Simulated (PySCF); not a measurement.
# C4H10BO3−: runs on many settings, part 2 of 2

PySCF 2.14.0. Atoms count from 0. Earlier steps stand in the parts before.

## 5. Nuclear shieldings: PBE0/pcSseg-1 in benzene

The job: settings as JSON, then the geometry in Å.

```
{"job": {"kind": "nmr", "xc": "PBE0", "basis": "pcSseg-1", "solvent": "benzene", "pop": true}, "charge": -1, "multiplicity": 1}
C      2.898157    -0.305531     0.147632
C      1.657051     0.382842    -0.427975
O      0.631352     0.375090     0.490599
B     -0.633832     1.036191     0.005808
O     -1.659866     0.940096     1.069674
C     -2.276587    -0.288151     0.913726
C     -2.050694    -0.712106    -0.564089
O     -1.238766     0.248802    -1.133213
H      3.219191     0.211538     1.049022
H      2.660732    -1.334009     0.410209
H      3.710034    -0.299856    -0.580146
H      1.356196    -0.131425    -1.361244
H      1.920122     1.423277    -0.715864
H     -0.421905     2.178119    -0.335378
H     -1.839838    -1.043667     1.593078
H     -3.350999    -0.194427     1.150787
H     -1.582661    -1.715210    -0.606300
H     -3.006447    -0.765253    -1.117980
```

Level: GIAO PBE0/pcSseg-1 NMR shielding, non-relativistic, IEF-PCM benzene.

What it wrote:

```text
coarse grid: 14888 points
cycle   1  E = -408.3336421804  dE =  9.572e-01  |g| = 1.058e+00  |ddm| = 3.561e+00
cycle   2  E = -408.0746033252  dE =  2.590e-01  |g| = 1.605e+00  |ddm| = 3.398e+00
cycle   3  E = -408.5538056990  dE = -4.792e-01  |g| = 9.948e-02  |ddm| = 2.333e+00
cycle   4  E = -408.5552176615  dE = -1.412e-03  |g| = 5.726e-02  |ddm| = 1.061e-01
cycle   5  E = -408.5559045097  dE = -6.868e-04  |g| = 1.281e-02  |ddm| = 5.042e-02
cycle   6  E = -408.5559276445  dE = -2.313e-05  |g| = 5.334e-03  |ddm| = 1.416e-02
cycle   7  E = -408.5559329393  dE = -5.295e-06  |g| = 4.523e-04  |ddm| = 4.867e-03
final grid: 143384 points
cycle   8  E = -408.6322731425  dE = -4.963e-05  |g| = 1.368e-02  |ddm| = 3.023e-02
cycle   9  E = -408.6322419417  dE =  3.120e-05  |g| = 1.905e-02  |ddm| = 1.993e-02
cycle  10  E = -408.6323074677  dE = -6.553e-05  |g| = 1.190e-03  |ddm| = 1.320e-02
cycle  11  E = -408.6323077779  dE = -3.102e-07  |g| = 1.937e-04  |ddm| = 1.619e-03
cycle  12  E = -408.6323077859  dE = -7.999e-09  |g| = 6.581e-05  |ddm| = 2.380e-04
cycle  13  E = -408.6323077868  dE = -8.839e-10  |g| = 2.107e-05  |ddm| = 7.158e-05
converged SCF energy = -408.6323077868

GIAO shielding tensors (ppm)
atom      isotropic    diamagn.    paramagn.     s11        s22        s33       span
  0 C      165.091     247.224     -82.134    148.686    160.362    186.224     37.539
  1 C      125.130     241.892    -116.762    103.595    108.948    162.848     59.253
  2 O      260.214     402.179    -141.965    207.264    258.642    314.736    107.472
  3 B       95.350     187.154     -91.804     84.456     94.878    106.716     22.260
  4 O      285.538     396.841    -111.303    214.160    287.365    355.089    140.929
  5 C      118.598     245.762    -127.164     85.225    107.506    163.064     77.839
  6 C      119.610     243.277    -123.667     88.474    107.878    162.477     74.003
  7 O      290.869     398.731    -107.863    241.947    275.730    354.928    112.981
  8 H       30.610      29.394       1.216     27.201     28.672     35.955      8.754
  9 H       30.581      30.576       0.005     27.021     29.300     35.421      8.400
 10 H       30.917      28.244       2.673     27.189     28.166     37.396     10.207
 11 H       28.057      31.545      -3.488     22.371     29.359     32.442     10.072
 12 H       28.213      30.277      -2.064     24.011     27.677     32.950      8.939
 13 H       28.607      32.103      -3.496     26.089     27.667     32.064      5.975
 14 H       27.513      31.021      -3.508     24.144     25.226     33.169      9.025
 15 H       27.763      28.804      -1.041     23.520     25.804     33.964     10.444
 16 H       27.651      30.852      -3.201     23.946     25.763     33.244      9.297
 17 H       27.771      28.822      -1.051     23.152     25.751     34.410     11.258
```

It took 44 s on 1 thread of Arm Neoverse N1, shared host; peak memory 0.97 GiB.

This run: δ C5 68.2, C1 62.2, C0 22.2, O2 79.9, H14 4.12, H15 3.94 ppm (means over like atoms).

## 6. Indirect couplings: WP04/6-31G*

The job, as its differences from that of step 5:

```diff
@@ -1,2 +1,2 @@
-{"job": {"kind": "nmr", "xc": "PBE0", "basis": "pcSseg-1", "solvent": "benzene", "pop": true}, "charge": -1, "multiplicity": 1}
+{"job": {"kind": "j", "xc": "WP04", "basis": "6-31G*", "scf": {"conv": 1e-07}}, "charge": -1, "multiplicity": 1}
 C      2.898157    -0.305531     0.147632
```

Method: WP04/6-31G* indirect spin-spin coupling, non-relativistic, gas phase.

What it wrote:

```text
final grid: 143384 points
cycle   1  E = -417.8206631018  dE =  9.455e-01  |g| = 1.514e+00  |ddm| = 3.879e+00
cycle   2  E = -416.7460598243  dE =  1.075e+00  |g| = 2.726e+00  |ddm| = 6.166e+00
cycle   3  E = -418.2807972596  dE = -1.535e+00  |g| = 2.453e-01  |ddm| = 5.032e+00
cycle   4  E = -418.2904070829  dE = -9.610e-03  |g| = 1.458e-01  |ddm| = 3.452e-01
cycle   5  E = -418.2954624152  dE = -5.055e-03  |g| = 2.218e-02  |ddm| = 1.362e-01
cycle   6  E = -418.2955355338  dE = -7.312e-05  |g| = 1.135e-02  |ddm| = 2.620e-02
cycle   7  E = -418.2955603261  dE = -2.479e-05  |g| = 1.180e-03  |ddm| = 1.116e-02
cycle   8  E = -418.2955606096  dE = -2.835e-07  |g| = 2.892e-04  |ddm| = 1.365e-03
cycle   9  E = -418.2955606268  dE = -1.720e-08  |g| = 1.165e-04  |ddm| = 4.172e-04
converged SCF energy = -418.2955606268

Indirect spin-spin couplings (Hz)
  i      j    bonds     total        FC       PSO       DSO        SD
  0 C    1 C    1     51.303    51.467    -0.368     0.205         -
  0 C    2 O    2     -7.179    -7.399     0.228    -0.008         -
  0 C    3 B    3      4.796     4.769     0.071    -0.076     0.033
  0 C    8 H    1    149.160   147.583     0.890     0.687         -
  0 C    9 H    1    149.582   148.008     0.883     0.691         -
  0 C   10 H    1    140.887   139.105     1.117     0.666         -
  0 C   11 H    2     -0.281    -0.213     0.066    -0.135         -
  0 C   12 H    2     -0.576    -0.500     0.074    -0.150         -
  0 C   13 H    4     -0.413    -0.361     0.155    -0.208         -
  1 C    2 O    1     11.556    10.722     0.983    -0.148         -
  1 C    3 B    2     -1.217    -1.178    -0.063     0.040    -0.016
  1 C    4 O    3     -1.455    -1.510     0.017     0.038         -
  1 C    7 O    3     -0.678    -0.662     0.005    -0.022         -
  1 C    8 H    2     -5.647    -5.620     0.058    -0.085         -
  1 C    9 H    2     -5.459    -5.438     0.059    -0.080         -
  1 C   10 H    2     -1.304    -1.292     0.087    -0.099         -
  1 C   11 H    1    160.718   159.543     0.063     1.113         -
  1 C   12 H    1    154.852   153.628     0.135     1.090         -
  1 C   13 H    3      2.311     2.268    -0.071     0.114         -
  2 O    3 B    1     -6.465    -7.436     1.443    -0.213    -0.260
  2 O    5 C    3      0.068     0.069     0.012    -0.013         -
  2 O    6 C    3     -0.050    -0.048     0.003    -0.005         -
  2 O    8 H    3     -0.640    -0.535    -0.061    -0.044         -
  2 O    9 H    3     -0.711    -0.588    -0.077    -0.047         -
  2 O   10 H    3     -5.690    -5.932     0.005     0.237         -
  2 O   11 H    2     -3.273    -2.787    -0.550     0.064         -
  2 O   12 H    2     -3.367    -2.844    -0.600     0.077         -
  2 O   13 H    2     -5.513    -5.748     0.287    -0.051         -
  2 O   14 H    4     -0.159    -0.093     0.058    -0.124         -
  3 B    4 O    1     -5.752    -7.015     1.734    -0.208    -0.264
  3 B    5 C    2     -3.279    -3.160    -0.140     0.048    -0.028
  3 B    6 C    2     -3.326    -3.208    -0.135     0.048    -0.030
  3 B    7 O    1     -0.930    -2.015     1.592    -0.209    -0.298
  3 B    8 H    4     -0.320    -0.260     0.149    -0.232     0.022
  3 B    9 H    4     -0.345    -0.285     0.170    -0.252     0.023
  3 B   10 H    4      0.497     0.601     0.207    -0.321     0.010
  3 B   11 H    3      0.814     0.796    -0.219     0.237     0.000
  3 B   12 H    3      0.942     0.932    -0.252     0.274    -0.013
  3 B   13 H    1    146.809   146.311    -1.355     1.715     0.138
  3 B   14 H    3     -0.073     0.126     0.013    -0.179    -0.034
  3 B   15 H    3      3.844     4.098     0.337    -0.583    -0.008
  3 B   16 H    3      0.258     0.463     0.073    -0.249    -0.030
  3 B   17 H    3      2.945     3.186     0.300    -0.528    -0.012
  4 O    5 C    1     12.505    11.789     0.866    -0.150         -
  4 O    6 C    2     -1.530    -1.667     0.148    -0.012         -
  4 O   11 H    4      0.175     0.070    -0.032     0.137         -
  4 O   12 H    4      0.179     0.119    -0.042     0.103         -
  4 O   13 H    2    -11.532   -11.657     0.184    -0.059         -
  4 O   14 H    2     -5.039    -4.560    -0.555     0.075         -
  4 O   15 H    2     -8.262    -7.762    -0.567     0.067         -
  4 O   16 H    3      0.237     0.156    -0.127     0.208         -
  4 O   17 H    3      0.005    -0.070    -0.101     0.175         -
  5 C    6 C    1     46.315    46.177    -0.138     0.276         -
  5 C    7 O    2     -1.519    -1.667     0.160    -0.012         -
  5 C   13 H    3      5.146     5.318     0.245    -0.417         -
  5 C   14 H    1    161.638   160.461     0.058     1.120         -
  5 C   15 H    1    155.977   154.724     0.159     1.094         -
  5 C   16 H    2      0.469     0.519    -0.072     0.022         -
  5 C   17 H    2     -0.316    -0.267    -0.033    -0.015         -
  6 C    7 O    1     12.778    11.960     0.969    -0.151         -
  6 C   13 H    3      5.042     5.207     0.240    -0.405         -
  6 C   14 H    2     -0.007     0.053    -0.087     0.027         -
  6 C   15 H    2     -0.129    -0.085    -0.023    -0.021         -
  6 C   16 H    1    159.165   157.949     0.095     1.121         -
  6 C   17 H    1    156.046   154.785     0.160     1.101         -
  7 O   13 H    2    -12.991   -13.112     0.202    -0.081         -
  7 O   14 H    3      0.262     0.213    -0.130     0.180         -
  7 O   15 H    3     -0.116    -0.229    -0.087     0.200         -
  7 O   16 H    2     -5.496    -4.987    -0.581     0.073         -
  7 O   17 H    2     -8.167    -7.660    -0.572     0.065         -
  8 H    9 H    2    -17.376   -16.244     1.371    -2.503         -
  8 H   10 H    2    -16.317   -15.116     1.493    -2.693         -
  8 H   11 H    3     12.027    13.204     1.536    -2.713         -
  8 H   12 H    3      3.996     4.307     0.041    -0.352         -
  8 H   13 H    5     -0.181     0.017     0.288    -0.486         -
  8 H   15 H    7     -0.298    -0.004     0.493    -0.787         -
  8 H   16 H    7     -0.187     0.009     0.299    -0.495         -
  8 H   17 H    7     -0.344     0.011     0.600    -0.955         -
  9 H   10 H    2    -16.487   -15.298     1.478    -2.667         -
  9 H   11 H    3      3.836     4.125    -0.007    -0.282         -
  9 H   12 H    3     11.984    13.172     1.554    -2.742         -
  9 H   13 H    5     -0.170     0.244     0.699    -1.114         -
  9 H   14 H    7      0.161     0.003    -0.275     0.433         -
  9 H   15 H    7     -0.252    -0.004     0.411    -0.659         -
  9 H   16 H    7      0.227     0.001    -0.395     0.620         -
  9 H   17 H    7     -0.241     0.001     0.392    -0.634         -
 10 H   11 H    3      1.358     1.611    -0.025    -0.228         -
 10 H   12 H    3      1.299     1.575     0.017    -0.293         -
 10 H   14 H    7     -0.220     0.012     0.360    -0.591         -
 10 H   15 H    7     -0.342     0.001     0.566    -0.909         -
 10 H   17 H    7     -0.306     0.003     0.500    -0.809         -
 11 H   12 H    2    -13.117   -12.399     0.733    -1.451         -
 11 H   14 H    6     -0.168     0.018     0.235    -0.422         -
 11 H   15 H    6     -0.416     0.004     0.712    -1.132         -
 11 H   16 H    6      0.315     0.026    -0.620     0.910         -
 11 H   17 H    6     -0.277    -0.015     0.429    -0.691         -
 12 H   13 H    4      0.219    -0.347    -1.155     1.721         -
 12 H   14 H    6     -0.368     0.022     0.669    -1.058         -
 12 H   15 H    6     -0.374     0.076     0.767    -1.217         -
 12 H   16 H    6     -0.357     0.009     0.568    -0.934         -
 12 H   17 H    6     -0.430    -0.002     0.720    -1.148         -
 13 H   14 H    4     -1.004    -0.273     1.069    -1.800         -
 13 H   15 H    4     -1.076    -0.473     0.908    -1.511         -
 13 H   16 H    4     -1.034    -0.307     1.090    -1.817         -
 13 H   17 H    4     -1.001    -0.437     0.833    -1.396         -
 14 H   15 H    2     -8.454    -7.592     0.935    -1.797         -
 14 H   16 H    3      7.585     7.385    -0.756     0.956         -
 14 H   17 H    3      5.205     6.073     1.017    -1.885         -
 15 H   16 H    3      3.569     4.360     0.892    -1.682         -
 15 H   17 H    3      7.173     7.084    -0.559     0.648         -
 16 H   17 H    2     -8.286    -7.452     0.901    -1.736         -
```

Wall time 38 s (1 thread of Arm Neoverse N1, shared host); peak memory 0.8 GiB.

The basis is not made for couplings: without tight functions at the nuclei these values are rough.

In short: J(C5,H14) 160.4 Hz, J(C1,H11) 157.8 Hz, J(C5,H15) 156.0 Hz (means over like pairs).

## 7. Side by side: NMR shifts

Shifts (ppm) of some atoms, chosen among heavy atoms and hydrogens apart, means over like atoms, with basis size and wall time:

```csv
run,C5,C1,C0,H15,H13,O2,O4,functions,time
mPW1PW91/6-31G*,66.0,58.9,21.8,3.65,3.38,47.7,32.7,132,34 s
wB97X-D/pcSseg-1,68.6,61.6,22.9,3.78,3.13,72.0,45.6,186,52 s
PBE0/pcSseg-1 in benzene,68.2,62.2,22.2,3.94,3.10,79.9,51.9,186,44 s
```

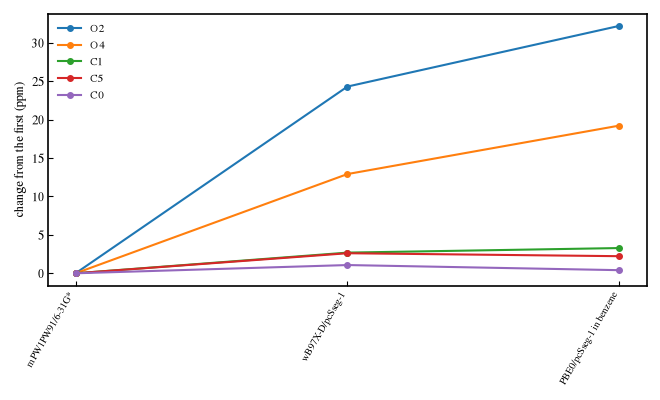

How five of the tabulated atoms move from run to run.

## 8. Side by side: spin-spin couplings

Couplings (Hz), each a mean over the pairs like the one named, with basis size and wall time:

```csv
run,C5–H14,C1–H11,C5–H15,B3–H13,C0–H8,C0–C1,C5–C6,functions,time
mPW1PW91/6-31++G**,152.4,149.9,149.9,139.1,137.6,52.4,50.8,204,75 s
WP04/6-31G*,160.4,157.8,156.0,146.8,146.5,51.3,46.3,132,38 s
```

## 9. Summary of results

What follows sums up all 2 parts.

| quantity | value |
| --- | --- |
| 13C shifts against TMS (mPW1PW91/6-31G*, means over atoms taken as alike) | 66.0, 58.9, 21.8 ppm |
| 1H shifts against TMS (mPW1PW91/6-31G*, means over atoms taken as alike) | 4.02, 3.78, 3.65, 3.38, 0.82 ppm |
| 17O shifts against H2O (mPW1PW91/6-31G*, means over atoms taken as alike) | 47.7, 32.7 ppm |
| shieldings of B (mPW1PW91/6-31G*) | B3 106.6 ppm |
| largest coupling of the table (mPW1PW91/6-31++G**) | 1J(C,H) C5–H14, 152.4 Hz (mean over like pairs) |
| range of the shift of O2 | 47.7 to 79.9 ppm |
| range of J(C5,H14), mean over like pairs | 152.4 to 160.4 Hz |

**Reading.** Single values in the summary come from the first sound run of each kind (mPW1PW91/6-31G*; mPW1PW91/6-31++G**), which need not be the best level. At mPW1PW91/6-31G*: The widest tensor belongs to O4, O7: span 111 ppm, with a paramagnetic part of -101 ppm. In the run at mPW1PW91/6-31++G**, the largest coupling of the table is C5–H14 (mean over like pairs), 152.4 Hz, of which the Fermi-contact term gives 151.1 Hz. Couplings across rotatable bonds belong to this one conformer; where others are populated, the observed values are averages. Among the atoms with a shift in every run: In ppm, O2 moves most: its shift spreads over 32.2 ppm, from 47.7 (mPW1PW91/6-31G*) to 79.9 (PBE0/pcSseg-1 in benzene). Part of that comes from the computed reference. Each shift counts from a reference computed in the same medium, and that reference moves with the solvent too, so shifts and shieldings show the solvent's effect differently. The coupling C5–H14, as a mean over pairs of its kind, runs from 152.4 Hz (mPW1PW91/6-31++G**) to 160.4 Hz (WP04/6-31G*). Couplings from bases without tight functions are rough.
